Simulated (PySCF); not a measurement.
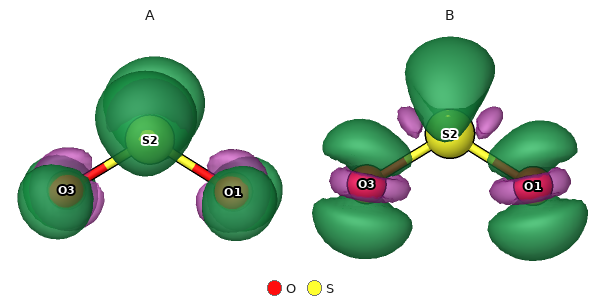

*O₂S, SMILES `O=S=O`. The two Fukui functions at ±0.04 e/Å³ (green positive, purple negative).*

PySCF calculation, CAM-B3LYP/def2-SVPD, gas phase; geometry: GFN2-xTB. No frequency check shows the geometry to be a minimum. GFN2-xTB bond lengths at metals and heavier atoms can be off by up to 0.1 Å and shapes distorted, which carries into these values.

Question: Which panel is f⁻ (electron removed) and which f⁺ (electron added)?

Answer: A is f⁺, B is f⁻. f⁻ (Hirshfeld-condensed) is largest on S2 (0.42) and O1 and O3 (0.29 each); the vertical ionisation energy is 12.74 eV. f⁺ (Hirshfeld-condensed) is largest on S2 (0.54); the vertical electron affinity is 1.24 eV (the stability of the anion's solution wasn't checked).

Question: What chemical potential and hardness follow from the two energies?

Answer: μ = −(I + A)/2 = −6.99 eV and η = I − A = 11.50 eV.

Run time: 37 s on 1 thread of Arm Neoverse V1 (shared host), peak memory 0.32 GiB.
